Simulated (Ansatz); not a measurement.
**Geometry relaxation of CH₄ClFGeO (part 1 of 2)**

System: CH₄ClFGeO, SMILES C[O][GeH]([F])[Cl].
Method: RKS PBE0-D4/def2-TZVP (Ansatz 0.2.0).

The geometry: GFN2-xTB start. Figures and captions count atoms from 1; the log counts them from 0 in places.

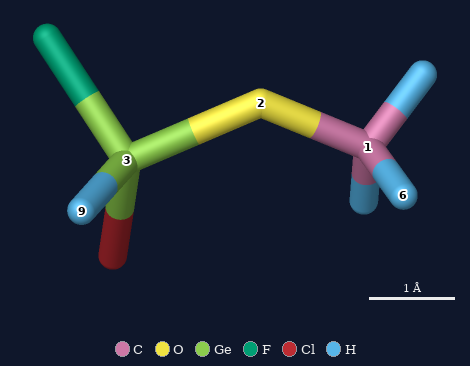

Figure 1. The starting structure (stick view, seen at a tilt; atoms are numbered from 1 in the order of the input). Sticks mark near contacts. Bond lengths as drawn: Cl–Ge 2.09 Å, C–H 1.09 Å, C–O 1.42 Å, F–Ge 1.73 Å, Ge–H 1.50 Å and Ge–O 1.73 Å.

### Results in brief

| quantity | value |
| --- | --- |
| outcome | converged |
| total energy | −74895.3372 eV |
| mean-field energy | −74895.1691 eV |
| dispersion energy | −0.1681 eV |
| SCF solution under orbital rotations | stable |
| largest force (length of the vector) at the end | 0.004 eV/Å |
| dipole moment | 2.80 D |
| hardware | 4 threads of Arm Neoverse V1, 23 GiB of memory available, shared host |
| wall time | 91 s (CPU time 5.6 min) |
| peak memory | 0.61 GiB |

### The input
```yaml
crystal:
  periodic: [false, false, false]
  atoms:
    - {symbol: C, position_ang: [0.215400, 1.129870, 0.937000]}
    - {symbol: O, position_ang: [-0.070330, -0.235420, 0.677470]}
    - {symbol: Ge, position_ang: [-0.087430, -1.121930, -0.807990]}
    - {symbol: F, position_ang: [-1.275120, -2.330780, -0.439070]}
    - {symbol: Cl, position_ang: [-0.782350, 0.050400, -2.389150]}
    - {symbol: H, position_ang: [1.283350, 1.265020, 1.116850]}
    - {symbol: H, position_ang: [-0.094790, 1.776450, 0.112960]}
    - {symbol: H, position_ang: [-0.339180, 1.403950, 1.834780]}
    - {symbol: H, position_ang: [1.150450, -1.937560, -1.042850]}
basis:
  gaussian: {orbitals: def2-TZVP}
hamiltonian: {xc: pbe0, dispersion: d4}
relax: {f_tol: 0.005, max_steps: 150}
```

Launched with:
```bash
ansatz run in.yaml --threads 4 --pin off --events-out ev --progress --plain --max-ram 10444MiB
```

### Output
```
Functional definition: PBE0
  name "PBE0"
  cite "Adamo & Barone, J. Chem. Phys. 110, 6158 (1999) doi:10.1063/1.478522"
  cite "Perdew, Burke & Ernzerhof, Phys. Rev. Lett. 77, 3865 (1996) doi:10.1103/PhysRevLett.77.3865"
  parent pbe
  parameter a = 0.25
  parameter kappa = 0.804
  parameter beta = 0.06672455060314922
  exchange = (1 - a)*pbe_x(kappa = kappa, mu = beta*pi^2/3) + a*exact_x
  correlation = pbe_c(beta = beta)
1332 factors; their error is unknown
mean field evaluation 1: about -74888.1589 eV, gradient 6.3e1 eV
mean field evaluation 2: about -74874.5690 eV, gradient 1.1e2 eV
mean field evaluation 4: about -74894.7137 eV, gradient 5.4e0 eV
mean field evaluation 8: about -74894.7607 eV, gradient 1.3e-1 eV
mean field evaluation 16: about -74895.0740 eV, gradient 3.8e-4 eV
mean field -74895.07403852 eV, -2752.3432052111 hartree, gradient 3.0e-5 eV, S^2 0.000000; 0 other end points of the search recorded, 0 dependent functions left out
the calculation of the forces begins
reference -74895.07406740 eV, -2752.3432062725 hartree; 38, 38 occupied and 164, 164 virtual orbitals, 1332 factors
relax step   1: F+E_penalty+E_count = -74895.24094788 eV  Δ(F+E_penalty+E_count) = +0.000e0 eV  max|allowed force component| = 9.481e-1 eV/Å  Δτ_max = 0.0000 Å  (30 SCF iters, accepted)
these checks for a lower state are left out or cut short: starts, cluster_reference, orbital_swaps, neighbouring_geometries, increment
1332 factors; their error is unknown
mean field -74895.14653257 eV, -2752.3458693184 hartree, gradient 2.2e-5 eV, S^2 0.000000; 0 other end points of the search recorded, 0 dependent functions left out
[... from here on the field's lines of each further geometry are left out, up to the last ...]
relax step   2: F+E_penalty+E_count = -74895.31374900 eV  Δ(F+E_penalty+E_count) = -7.280e-2 eV  max|allowed force component| = 3.343e-1 eV/Å  Δτ_max = 0.0719 Å  (31 SCF iters, accepted)
relax step   3: F+E_penalty+E_count = -74895.32559267 eV  Δ(F+E_penalty+E_count) = -1.184e-2 eV  max|allowed force component| = 1.798e-1 eV/Å  Δτ_max = 0.0577 Å  (31 SCF iters, accepted)
relax step   4: F+E_penalty+E_count = -74895.33044623 eV  Δ(F+E_penalty+E_count) = -4.854e-3 eV  max|allowed force component| = 1.944e-1 eV/Å  Δτ_max = 0.0657 Å  (30 SCF iters, accepted)
relax step   5: F+E_penalty+E_count = -74895.33024727 eV  Δ(F+E_penalty+E_count) = +1.990e-4 eV  max|allowed force component| = 1.797e-1 eV/Å  Δτ_max = 0.0363 Å  (31 SCF iters, rejected (line search))
relax step   6: F+E_penalty+E_count = -74895.33235881 eV  Δ(F+E_penalty+E_count) = -1.913e-3 eV  max|allowed force component| = 3.608e-2 eV/Å  Δτ_max = 0.0174 Å  (32 SCF iters, accepted)
relax step   7: F+E_penalty+E_count = -74895.33310841 eV  Δ(F+E_penalty+E_count) = -7.496e-4 eV  max|allowed force component| = 3.287e-2 eV/Å  Δτ_max = 0.0300 Å  (31 SCF iters, accepted)
relax step   8: F+E_penalty+E_count = -74895.33467799 eV  Δ(F+E_penalty+E_count) = -1.570e-3 eV  max|allowed force component| = 1.134e-2 eV/Å  Δτ_max = 0.0619 Å  (31 SCF iters, accepted)
relax step   9: F+E_penalty+E_count = -74895.31427559 eV  Δ(F+E_penalty+E_count) = +2.040e-2 eV  max|allowed force component| = 6.714e-1 eV/Å  Δτ_max = 0.1965 Å  (37 SCF iters, rejected (line search))
relax step  10: F+E_penalty+E_count = -74895.33541045 eV  Δ(F+E_penalty+E_count) = -7.325e-4 eV  max|allowed force component| = 3.183e-2 eV/Å  Δτ_max = 0.0375 Å  (31 SCF iters, accepted)
relax step  11: F+E_penalty+E_count = -74895.33516377 eV  Δ(F+E_penalty+E_count) = +2.467e-4 eV  max|allowed force component| = 1.604e-1 eV/Å  Δτ_max = 0.0977 Å  (31 SCF iters, rejected (line search))
relax step  12: F+E_penalty+E_count = -74895.33461415 eV  Δ(F+E_penalty+E_count) = +7.963e-4 eV  max|allowed force component| = 1.542e-1 eV/Å  Δτ_max = 0.0483 Å  (30 SCF iters, rejected (line search))
relax step  13: F+E_penalty+E_count = -74895.33594049 eV  Δ(F+E_penalty+E_count) = -5.300e-4 eV  max|allowed force component| = 9.477e-3 eV/Å  Δτ_max = 0.0236 Å  (32 SCF iters, accepted)
relax step  14: F+E_penalty+E_count = -74895.33648097 eV  Δ(F+E_penalty+E_count) = -5.405e-4 eV  max|allowed force component| = 3.658e-2 eV/Å  Δτ_max = 0.0488 Å  (31 SCF iters, accepted)
relax step  15: F+E_penalty+E_count = -74895.33660384 eV  Δ(F+E_penalty+E_count) = -1.229e-4 eV  max|allowed force component| = 5.022e-2 eV/Å  Δτ_max = 0.0337 Å  (32 SCF iters, accepted)
relax step  16: F+E_penalty+E_count = -74895.33691696 eV  Δ(F+E_penalty+E_count) = -3.131e-4 eV  max|allowed force component| = 3.739e-2 eV/Å  Δτ_max = 0.0159 Å  (31 SCF iters, accepted)
relax step  17: F+E_penalty+E_count = -74895.33709325 eV  Δ(F+E_penalty+E_count) = -1.763e-4 eV  max|allowed force component| = 4.807e-3 eV/Å  Δτ_max = 0.0119 Å  (31 SCF iters, accepted)
relax step  18: F+E_penalty+E_count = -74895.33715997 eV  Δ(F+E_penalty+E_count) = -6.672e-5 eV  max|allowed force component| = 7.029e-3 eV/Å  Δτ_max = 0.0148 Å  (31 SCF iters, accepted)
relax step  19: F+E_penalty+E_count = -74895.33719863 eV  Δ(F+E_penalty+E_count) = -3.865e-5 eV  max|allowed force component| = 8.218e-3 eV/Å  Δτ_max = 0.0200 Å  (31 SCF iters, accepted)
the calculation of the forces begins
reference -74895.16913256 eV, -2752.3466998528 hartree; 38, 38 occupied and 164, 164 virtual orbitals, 1332 factors
relax step  20: F+E_penalty+E_count = -74895.33720599 eV  Δ(F+E_penalty+E_count) = -7.369e-6 eV  max|allowed force component| = 3.999e-3 eV/Å  Δτ_max = 0.0069 Å  (32 SCF iters, accepted)
1332 factors; their error is unknown
mean field evaluation 160: about -74895.1691 eV, gradient 1.6e-5 eV
```

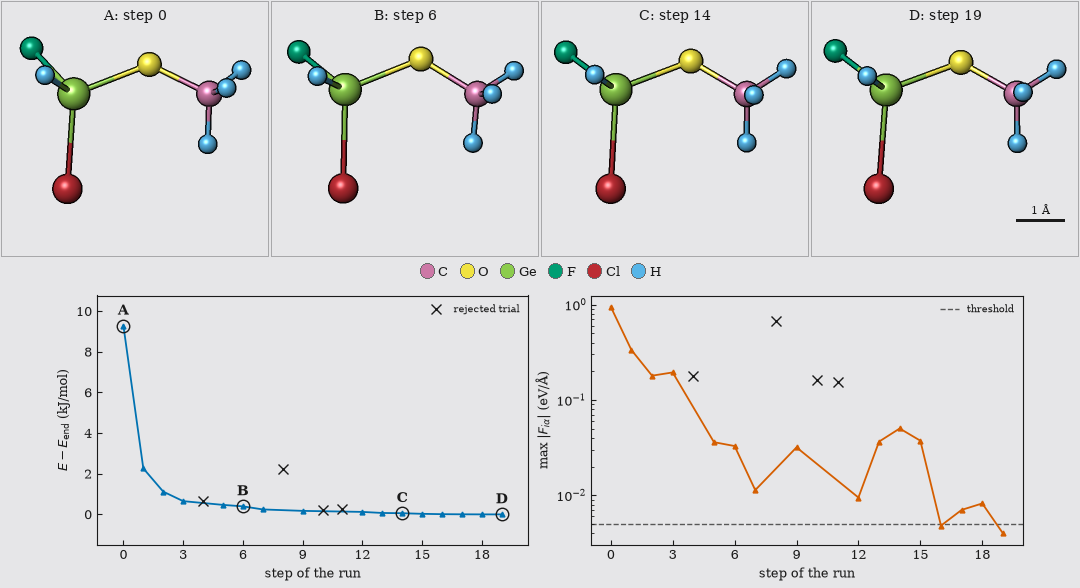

Figure 2. Frames of the relaxation (ball-and-stick view, seen at a tilt) above the curves, on which the letters mark them (the first geometry is step 0 here and step 1 in the log).

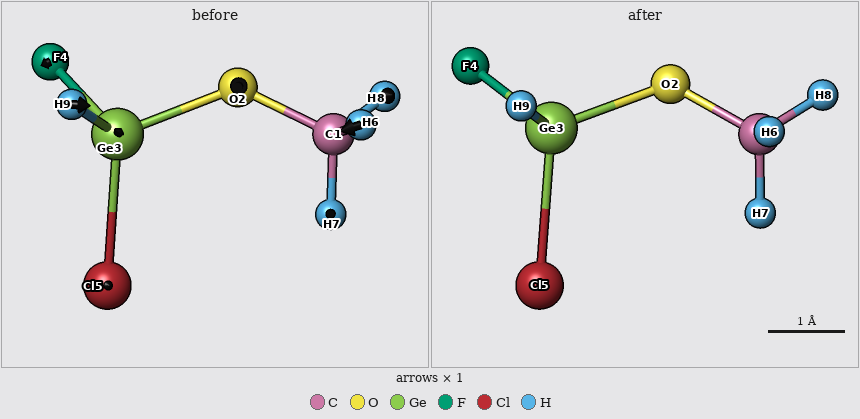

Figure 3. Before (left) and after (right) the relaxation, at one scale (ball-and-stick view, seen at a tilt). The black arrows give the displacements, at true length. The largest move after the best rigid fit is that of H6, 0.31 Å. Largest moves by element: H 0.31 Å, O 0.28 Å, F 0.14 Å, Ge 0.11 Å, Cl 0.09 Å, C 0.05 Å. Among the contacts that change: Ge3–Cl5 2.087 → 2.133 Å, Ge3–H9 1.501 → 1.527 Å, Ge3–F4 1.734 → 1.716 Å, O2–Ge3 1.730 → 1.745 Å. Among the angles that change: C1–O2–Ge3 130.7° → 121.3°, Cl5–Ge3–H9 117.5° → 110.6°, F4–Ge3–H9 102.7° → 108.9°. After 19 geometry steps the energy has fallen by 9.29 kJ/mol. The largest force component goes from 0.95 to 0.004 eV/Å. The line search rejected the trial steps at points 4, 8, 10, 11 (counted from 0) and went back. (Atoms are counted from 1 in the order of the input.)

```
mean field -74895.16910371 eV, -2752.3466987925 hartree, gradient 1.6e-5 eV, S^2 0.000000; 1 other end points of the search recorded, 0 dependent functions left out
the calculation of the forces begins
reference -74895.16913256 eV, -2752.3466998528 hartree; 38, 38 occupied and 164, 164 virtual orbitals, 1332 factors
Total energy: -74895.33723485 eV, -2752.3528774977 hartree
Atom 0 at     0.195947     1.086507     0.908809 Å, force     0.000345     0.003050    -0.001845 eV/Å
Atom 1 at    -0.331221    -0.219485     0.770310 Å, force     0.000196     0.000675     0.003999 eV/Å
Atom 2 at    -0.133761    -1.125836    -0.708046 Å, force     0.000520    -0.001409     0.001290 eV/Å
Atom 3 at    -1.270196    -2.404053    -0.565318 Å, force     0.000347     0.002279    -0.002190 eV/Å
Atom 4 at    -0.705156     0.071165    -2.378199 Å, force     0.000605    -0.002657     0.000442 eV/Å
Atom 5 at     1.291067     1.092688     0.862348 Å, force    -0.002499    -0.001413     0.000518 eV/Å
Atom 6 at    -0.194387     1.764593     0.143372 Å, force     0.000777    -0.001727     0.001992 eV/Å
Atom 7 at    -0.108828     1.454493     1.889325 Å, force     0.000133     0.000767    -0.001063 eV/Å
Atom 8 at     1.256534    -1.720071    -0.922601 Å, force    -0.000423     0.000435    -0.003143 eV/Å
Dipole moment:     0.495138     0.293981     0.090762 e Å
```

### Trajectory as extended XYZ (Å, eV, eV/Å), 20 frames, from step=1 to step=20
```
9
Properties=species:S:1:pos:R:3:forces:R:3 step=1 energy=-74895.24095
C     0.2154    1.1299    0.9370   -0.1082  -0.4348  -0.2304
O    -0.0703   -0.2354    0.6775    0.1165   0.4331   0.4052
Ge   -0.0874   -1.1219   -0.8080   -0.4592  -0.7581   0.9481
F    -1.2751   -2.3308   -0.4391    0.0442   0.2152  -0.2408
Cl   -0.7823    0.0504   -2.3891   -0.1516   0.3978  -0.5816
H     1.2833    1.2650    1.1168    0.0745   0.0557   0.0256
H    -0.0948    1.7765    0.1130   -0.0315   0.0582  -0.0275
H    -0.3392    1.4040    1.8348    0.0166   0.0738   0.0078
H     1.1504   -1.9376   -1.0429    0.4986  -0.0409  -0.3063
9
Properties=species:S:1:pos:R:3:forces:R:3 step=2 energy=-74895.31375
C     0.2118    1.1233    0.9338   -0.0366  -0.1515  -0.1558
O    -0.0654   -0.2494    0.7309    0.0349   0.0698   0.2364
Ge   -0.0938   -1.1516   -0.7502   -0.3105  -0.3343   0.0770
F    -1.3383   -2.3259   -0.4729    0.2989   0.2387  -0.0830
Cl   -0.7400    0.0584   -2.3735    0.0051   0.1035  -0.0706
H     1.2842    1.2819    1.0808    0.0049   0.0170  -0.0110
H    -0.1309    1.7417    0.0983    0.0000  -0.0063   0.0130
H    -0.3177    1.4286    1.8381    0.0141   0.0242  -0.0194
H     1.1901   -1.9070   -1.0854   -0.0108   0.0389   0.0133
9
Properties=species:S:1:pos:R:3:forces:R:3 step=3 energy=-74895.32559
C     0.2084    1.1116    0.9235   -0.0114  -0.0072  -0.0867
O    -0.0665   -0.2644    0.7599   -0.0223  -0.0103   0.1798
Ge   -0.1055   -1.1552   -0.7296   -0.0858  -0.1394  -0.1343
F    -1.3414   -2.3354   -0.4826    0.1684   0.1686  -0.0516
Cl   -0.7113    0.1018   -2.3483    0.0027  -0.0267   0.0734
H     1.2831    1.2806    1.0469   -0.0158   0.0020  -0.0159
H    -0.1520    1.7088    0.0795    0.0084  -0.0110   0.0271
H    -0.3048    1.4410    1.8293    0.0151   0.0084  -0.0244
H     1.1900   -1.8888   -1.0786   -0.0592   0.0157   0.0327
9
Properties=species:S:1:pos:R:3:forces:R:3 step=4 energy=-74895.33045
C     0.2023    1.0995    0.9107    0.0311   0.0918  -0.0079
O    -0.0683   -0.2815    0.7908   -0.0159  -0.0309   0.1087
Ge   -0.0965   -1.1584   -0.7107   -0.0215   0.0958  -0.1944
F    -1.3460   -2.3203   -0.5168    0.0023  -0.0463   0.0246
Cl   -0.6993    0.1431   -2.2987    0.0510  -0.0659   0.0540
H     1.2794    1.2801    1.0008   -0.0331  -0.0072  -0.0091
H    -0.1821    1.6733    0.0608    0.0060  -0.0208   0.0402
H    -0.2879    1.4543    1.8201    0.0156  -0.0188  -0.0303
H     1.1985   -1.8902   -1.0570   -0.0353   0.0024   0.0142
```
